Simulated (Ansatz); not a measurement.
# CH₆F₂Si₂: up Jacob's ladder to CCSD(T)

Aim: compute CH₆F₂Si₂ with functionals from several rungs and with coupled cluster. The yardstick is the atomisation energy at the CCSD(T) limit.

Program: Ansatz 0.2.0, Gaussian basis. Level of theory: functionals in def2-TZVPP, the program's frozen cores in correlated methods. These are calculated values, not measurements.

Levels to be run: LDA (SPW92), PBE-D4, revPBE-D4, BLYP-D4, r2SCAN-D4, B97M-V, PBE0-D4, B3LYP-D4, r2SCANh-D4, r2SCAN0-D4, HSE06-D4, BHLYP-D4, CAM-B3LYP-D4, LC-ωPBE, ωB97X-V, ωB97M-V, B2PLYP, PBE-QIDH; CCSD(T)/def2-SVP; CCSD(T)/def2-TZVPP; MP2/def2-QZVPP; extrapolation to the limit; RPA on PBE.

### Step 1. The relaxed structure

An earlier PBE0-D4 in a triple-zeta def2 set relaxation fixed the geometry.

SMILES `C[SiH2][SiH](F)F`, 11 atoms, charge 0, spin multiplicity 1.

Atoms are counted from 1 here; the program's logs count them from 0.

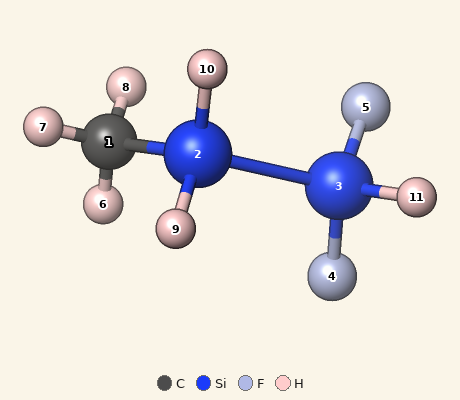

The structure; carbon dark grey, silicon blue, fluorine light blue, hydrogen pink; atoms are numbered from 1 in the order of the file.

### Step 2. LDA

This LDA is Slater exchange with PW92 correlation.

The input, in.yaml:

```yaml
crystal:
  periodic: [false, false, false]
  atoms:
    - {symbol: C, position_ang: [-1.072620, 1.156887, 0.698278]}
    - {symbol: Si, position_ang: [0.477113, 0.106322, 0.760530]}
    - {symbol: Si, position_ang: [0.689190, -1.177548, -1.188184]}
    - {symbol: F, position_ang: [-0.602940, -2.100494, -1.358259]}
    - {symbol: F, position_ang: [0.723281, -0.210980, -2.458983]}
    - {symbol: H, position_ang: [-1.959781, 0.527526, 0.604023]}
    - {symbol: H, position_ang: [-1.169825, 1.754041, 1.607273]}
    - {symbol: H, position_ang: [-1.042855, 1.835028, -0.156868]}
    - {symbol: H, position_ang: [0.451479, -0.830737, 1.918232]}
    - {symbol: H, position_ang: [1.699540, 0.948931, 0.881731]}
    - {symbol: H, position_ang: [1.872817, -2.065976, -1.287173]}
basis:
  gaussian: {orbitals: def2-TZVPP}
hamiltonian: {xc: lda}
output: {orbitals: {seedname: orbitals}}
```

Launch:

```
$ ansatz run in.yaml --threads 4 --pin off --events-out ev --progress --plain --max-ram 10444MiB
```

After this run come: PBE-D4 (GGA); revPBE-D4 (GGA); BLYP-D4 (GGA); r2SCAN-D4 (meta-GGA); B97M-V (meta-GGA); PBE0-D4 (hybrid); B3LYP-D4 (hybrid); r2SCANh-D4 (hybrid); r2SCAN0-D4 (hybrid); HSE06-D4 (hybrid); BHLYP-D4 (hybrid); CAM-B3LYP-D4 (range-separated); LC-ωPBE (range-separated); ωB97X-V (range-separated); ωB97M-V (range-separated); B2PLYP (double hybrid); PBE-QIDH (double hybrid); CCSD(T) in def2-SVP; CCSD(T) in def2-TZVPP; MP2 in def2-QZVPP; RPA on PBE orbitals.

Before running them: what should the planned runs give, taken together? Wanted: atomisation energy, CCSD(T)/CBS; farthest beyond LDA; mean size of error, GGA; mean size of error, meta-GGA; mean size of error, hybrid; mean size of error, range-separated; mean size of error, double hybrid; gap, smallest and largest; T1 diagnostic.

The runs gave:

| quantity | value |
| --- | --- |
| atomisation energy, CCSD(T)/CBS | 958.9 kcal/mol |
| functionals within 4.8 kcal/mol (0.5 %) | PBE-D4, r2SCAN-D4, B97M-V, CAM-B3LYP-D4, ωB97X-V, ωB97M-V |
| farthest beyond LDA | BHLYP-D4 (-25.8 kcal/mol) |
| mean size of error, GGA | 11.3 kcal/mol |
| mean size of error, meta-GGA | 1.6 kcal/mol |
| mean size of error, hybrid | 13.3 kcal/mol |
| mean size of error, range-separated | 3.4 kcal/mol |
| mean size of error, double hybrid | 13.8 kcal/mol |
| gap, smallest and largest | 5.62 eV (LDA (SPW92)), 12.62 eV (LC-ωPBE) |
| T1 diagnostic | 0.0120 |
| triples share of the correlation energy | 3.1 % |

In words: The LDA atomisation energy is off by 111.3 kcal/mol (12 %): it overbinds. PBE-D4 is off by -1.1 kcal/mol. Double hybrids carry the basis error of their MP2 part in triple zeta, and no dispersion term here, so their miss is partly the set-up's. The rungs meta-GGA, range-separated miss on average by less than the doubt on the reference (4.8 kcal/mol), so they tie. The reference freezes the cores and leaves out relativity and excitations past (T), so misses under about 4.8 kcal/mol can't be ranked. Hartree-Fock recovers 76 % of the binding; the rest is correlation. CCSD(T) in def2-SVP is off by -68.6 kcal/mol, so the small basis spoils what the method gains. Orbital gaps span 5.6 to 12.6 eV; exact exchange widens them.
